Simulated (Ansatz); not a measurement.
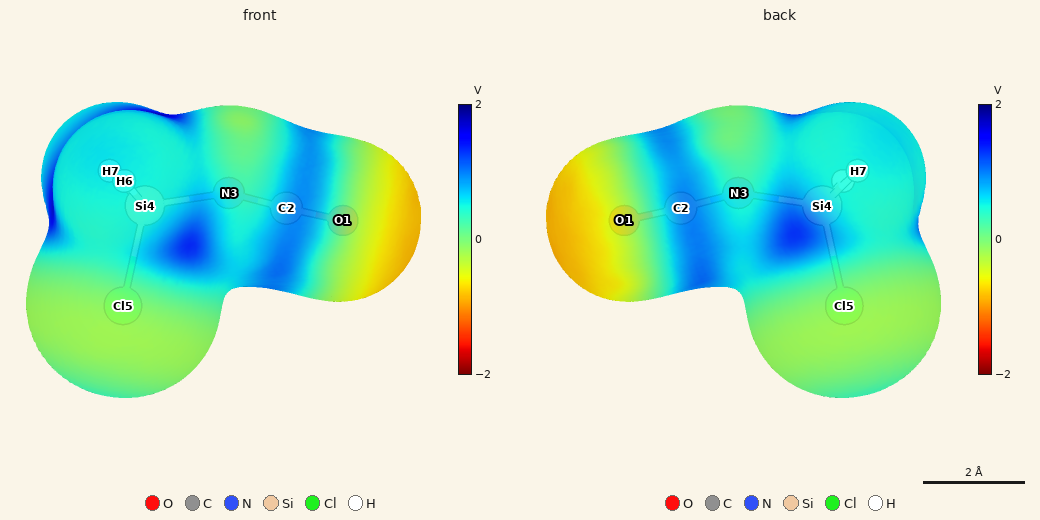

CH2ClNOSi (SMILES O=C=N[SiH2]Cl). The electrostatic potential painted on the density surface at 0.002 e/bohr³, seen from the front and from behind; red is negative and blue positive.

Geometry: PBE0-D4/def2-TZVP.

Theory: RKS PBE0-D4/def2-TZVPP (Ansatz 0.2.0).

Input

```
crystal:
  periodic: [false, false, false]
  atoms:
    - {symbol: O, position_ang: [0.214688, -0.874143, -2.858179]}
    - {symbol: C, position_ang: [-0.022786, -0.631853, -1.747643]}
    - {symbol: N, position_ang: [-0.309384, -0.408624, -0.607363]}
    - {symbol: Si, position_ang: [-0.123930, 0.241148, 0.951689]}
    - {symbol: Cl, position_ang: [1.598743, 1.338694, 1.065283]}
    - {symbol: H, position_ang: [-1.263748, 1.134981, 1.230811]}
    - {symbol: H, position_ang: [-0.032383, -0.868204, 1.919703]}
basis:
  gaussian: {orbitals: def2-TZVPP}
hamiltonian: {xc: pbe0, dispersion: d4}
output: {orbitals: {seedname: orbitals}}
```

Launched as:

```sh
ansatz run in.yaml --threads 2 --pin off --events-out ev --progress --plain --max-ram 32768MiB --backend cpu
```

Question: Where is the surface potential most negative and most positive?

Answer: The most negative region (about −0.9 V) lies over O1, the most positive (about +1.7 V) over Si4. Cl5 shows a σ-hole: about +0.3 V at the tip opposite its bond, against about −0.1 V on its flanks.
